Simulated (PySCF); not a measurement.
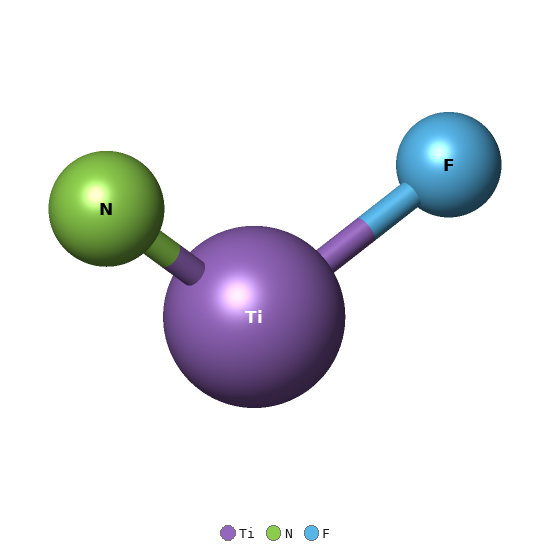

A molecule with one transition-metal atom. Charge 0, singlet. The geometry was computed by an optimisation with PBE0/def2-TZVP.

**What is the coordination number of the metal, and which atoms bind to it?**

Ti binds 2 atoms: 1 N at 1.55 Å, 1 F at 1.83 Å. The arrangement is bent.

**What are the formal oxidation state of the metal and its number of d electrons?**

Ti(IV), d⁰, counting the ligands as closed-shell ions or neutral donors.

**How many electrons does a Mulliken analysis (PBE0/def2-TZVP) put in the metal's d functions?**

2.64, against the formal 0. Covalent donation from the ligands raises it.

Mulliken values depend strongly on the basis set. The search tried a few shapes and spins; others may lie lower.
